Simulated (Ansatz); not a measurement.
# One shape, several levels: triplet AlSiNH6O

We compute a comparison of 6 runs (U-revPBE/6-31G*, U-wB97X/6-31G*, UB2PLYP/6-31G*, UB3LYP/6-31G*, UCCSD(T)/6-31G*) of triplet AlSiNH6O. 

Program for the calculation: Ansatz 0.2.0.

130 further runs of the same task are left out: 130 set aside as unsound or not needed. Runs told in other sessions of the task aren't counted.

**1. Starting point**

AlSiNH6O has 10 atoms, charge 0, and is taken as a triplet. SMILES of the parent species: `O[SiH2][NH][AlH2]`. Geometry: relaxed at PBE0-D4/def2-TZVP. This is one conformer, not always the lowest. That shape belongs to the parent species and isn't relaxed for this state.

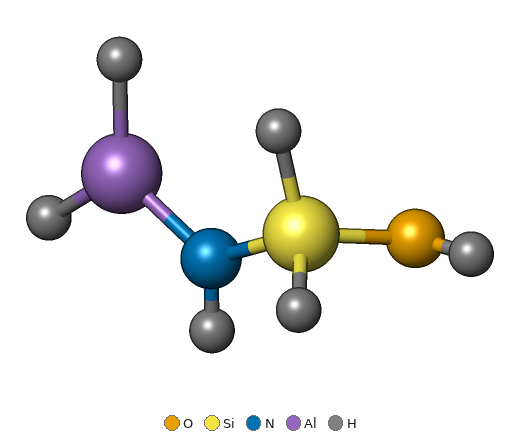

Viewed from a chosen angle; oxygen amber, silicon yellow, nitrogen blue, aluminium purple, hydrogen grey.

**2. A single-point energy at U-revPBE/6-31G(d) (spherical functions) (run 1)**

Contents of molecule.yaml:

```yaml
basis:
  gaussian: {orbitals: 6-31G_st_-spherical.json}
crystal:
  periodic: [false, false, false]
  atoms:
    - symbol: O
      position_ang: [-1.817400, -0.693800, -1.056500]
    - symbol: Si
      position_ang: [-0.576600, 0.373900, -0.851600]
    - symbol: N
      position_ang: [0.693300, -0.382300, 0.009600]
    - symbol: Al
      position_ang: [1.233300, -0.094800, 1.686300]
    - symbol: H
      position_ang: [-2.399800, -0.547900, -1.803100]
    - symbol: H
      position_ang: [-1.000200, 1.543800, -0.039500]
    - symbol: H
      position_ang: [-0.142800, 0.831300, -2.203200]
    - symbol: H
      position_ang: [1.159400, -1.127800, -0.493000]
    - symbol: H
      position_ang: [0.508400, 1.030600, 2.525200]
    - symbol: H
      position_ang: [2.425400, -0.984200, 2.228700]
magnetization: {spin_polarized: true, initial_magnetization: 2}
accuracy: high
hamiltonian: {xc: {name: revPBE}}
output: {orbitals: {seedname: orbitals}}
```

The basis set 6-31G* is read from a file made from the Basis Set Exchange's data (not shown).

Launch:

```bash
$ ansatz run molecule.yaml --threads 1 --pin off --max-ram 3480MiB --events-out events.jsonl --progress --plain --runs-dir runs
```

Log:

```text
Warning: RAYON_NUM_THREADS=1 ignored (pool sized by the plan → 1); use --threads N
Functional definition: revPBE
  name "revPBE"
  parameter kappa = 1.245
  parameter beta = 0.06672455060314922
  exchange = pbe_x(kappa = kappa, mu = beta*pi^2/3)
  correlation = pbe_c(beta = beta)
1750 factors; integrals over basis functions are off by at most 4.4e-9 eV
mean field evaluation 1: about -18086.6534 eV, gradient 5.9e1 eV
mean field evaluation 2: about -17977.8955 eV, gradient 1.4e2 eV
mean field evaluation 4: about -18088.0130 eV, gradient 4.0e1 eV
mean field evaluation 8: about -18099.1183 eV, gradient 1.3e1 eV
mean field evaluation 16: about -18100.8008 eV, gradient 2.0e-1 eV
mean field evaluation 32: about -18097.5339 eV, gradient 1.4e1 eV
mean field -18100.80260658 eV, -665.1922266271 hartree, gradient 2.7e-8 eV, S^2 2.003143; 4 other end points of the search recorded, 0 dependent functions left out
reference -18100.80261255 eV, -665.1922268465 hartree; 25, 23 occupied and 51, 53 virtual orbitals, 1750 factors
Total energy: -18100.80261255 eV, -665.1922268465 hartree
```

Wall time 21 s (1 thread of Arm Neoverse V2, shared host); peak memory 0.29 GiB.

**3. The energy at U-wB97X/6-31G(d) (spherical functions) (run 2)**

Contents of in.yaml:

```yaml
crystal:
  periodic: [false, false, false]
  atoms:
    - {symbol: O, position_ang: [-1.817400, -0.693800, -1.056500]}
    - {symbol: Si, position_ang: [-0.576600, 0.373900, -0.851600]}
    - {symbol: "N", position_ang: [0.693300, -0.382300, 0.009600]}
    - {symbol: Al, position_ang: [1.233300, -0.094800, 1.686300]}
    - {symbol: H, position_ang: [-2.399800, -0.547900, -1.803100]}
    - {symbol: H, position_ang: [-1.000200, 1.543800, -0.039500]}
    - {symbol: H, position_ang: [-0.142800, 0.831300, -2.203200]}
    - {symbol: H, position_ang: [1.159400, -1.127800, -0.493000]}
    - {symbol: H, position_ang: [0.508400, 1.030600, 2.525200]}
    - {symbol: H, position_ang: [2.425400, -0.984200, 2.228700]}
basis:
  gaussian:
    orbitals: 6-31G_st_-spherical.json
magnetization:
  spin_polarized: true
  initial_magnetization: 2
hamiltonian:
  xc: {name: wB97X}
accuracy: high
output: {orbitals: {seedname: orbitals}}
```

The basis set 6-31G* is read from a file made from the Basis Set Exchange's data (not shown).

Launch:

```bash
$ ansatz run in.yaml --threads 1 --pin off --max-ram 3480MiB --events-out events.jsonl --progress --plain --runs-dir runs
```

Log (excerpt; [...] marks lines left out):

```text
Warning: RAYON_NUM_THREADS=1 ignored (pool sized by the plan → 1); use --threads N
Functional definition: wB97X
  name "wB97X"
[...]
      + exact_x_lr(omega)
[...]
      + integral(e_c_pw_opposite_spin*poly(b97_u_opposite, 1, cos1, cos2, cos3, cos4))
1750 factors; integrals over basis functions are off by at most 4.4e-9 eV
415 factors; integrals over basis functions are off by at most 2.6e-9 eV
[...]
mean field -18103.31329557 eV, -665.2844927458 hartree, gradient 2.8e-8 eV, S^2 2.008398; 6 other end points of the search recorded, 0 dependent functions left out
reference -18103.31329312 eV, -665.2844926556 hartree; 25, 23 occupied and 51, 53 virtual orbitals, 1750 factors
Total energy: -18103.31329312 eV, -665.2844926556 hartree
```

Wall time 73 s (1 thread of Arm Neoverse V2, shared host); peak memory 0.91 GiB.

Runs 3 to 5 aren't shown in full; the table further down has their settings and results.

**4. A single-point energy at UCCSD(T)/6-31G(d) (spherical functions) (run 6)**

Contents of molecule.yaml:

```yaml
crystal:
  periodic: [false, false, false]
  atoms:
    - {symbol: O, position_ang: [-1.817400, -0.693800, -1.056500]}
    - {symbol: Si, position_ang: [-0.576600, 0.373900, -0.851600]}
    - {symbol: "N", position_ang: [0.693300, -0.382300, 0.009600]}
    - {symbol: Al, position_ang: [1.233300, -0.094800, 1.686300]}
    - {symbol: H, position_ang: [-2.399800, -0.547900, -1.803100]}
    - {symbol: H, position_ang: [-1.000200, 1.543800, -0.039500]}
    - {symbol: H, position_ang: [-0.142800, 0.831300, -2.203200]}
    - {symbol: H, position_ang: [1.159400, -1.127800, -0.493000]}
    - {symbol: H, position_ang: [0.508400, 1.030600, 2.525200]}
    - {symbol: H, position_ang: [2.425400, -0.984200, 2.228700]}
basis:
  gaussian:
    orbitals: 6-31G_st_-spherical.json
scf:
  omitted_lower_state_checks: [cluster_reference, increment]
correlation:
  method: ccsd_t
  frozen_orbitals: {Al: 5, H: 0, "N": 1, O: 1, Si: 5}
magnetization:
  spin_polarized: true
  initial_magnetization: 2
accuracy: high
```

The basis set 6-31G* is read from a file made from the Basis Set Exchange's data (not shown).

Launch:

```bash
$ ansatz run molecule.yaml --threads 1 --pin off --max-ram 3480MiB --events-out events.jsonl --progress --plain --runs-dir runs
```

Log:

```text
Warning: RAYON_NUM_THREADS=1 ignored (pool sized by the plan → 1); use --threads N
[... 16 lines left out ...]
12 core orbitals not correlated: weight in the atoms' cores, before any rotation towards them, 1.000 or more for the frozen orbitals, at most 0.000 for the correlated occupied ones
[... 44 lines left out ...]
Total energy: -18068.91610190 eV, -664.0204191935 hartree
Checks for a lower state left out: cluster_reference, increment
```

It took 45 s on 1 thread of Arm Neoverse V2, shared host; peak memory 0.59 GiB.

**5. Overview of the runs**

```
run                                  level  frozen core orbitals  Cartesian functions  energy (Eh)  HOMO energy (eV)   ⟨S²⟩  wall time
  1  U-revPBE/6-31G* (spherical functions)                     –                   no  -665.192227             -2.07  2.003       21 s
  2   U-wB97X/6-31G* (spherical functions)                     –                   no  -665.284493             -4.35  2.008       73 s
  3   UB2PLYP/6-31G* (spherical functions)                    12                   no  -664.943941             -3.14  2.013       21 s
  4    UB3LYP/6-31G* (spherical functions)                     –                   no  -665.388627             -2.57  2.005       24 s
  5    UB3LYP/6-31G* (Cartesian functions)                     –                  yes  -665.394447             -2.57  2.005       25 s
  6  UCCSD(T)/6-31G* (spherical functions)                    12                   no  -664.020419                 –  2.030       45 s
```

**6. What came out**

```
                                           quantity          value
                                run 6: total energy  -664.02042 Eh
run 6: correlation energy (12 core orbitals frozen)     -491.0 mEh
                              run 6: (T) correction      -9.44 mEh
           run 6: ⟨S²⟩ of the reference determinant          2.030
                               run 6: T1 diagnostic          0.016
```

In words: Totals of different functionals can't be ranked against each other. All runs together took 3.5 min, the longest 73 s.
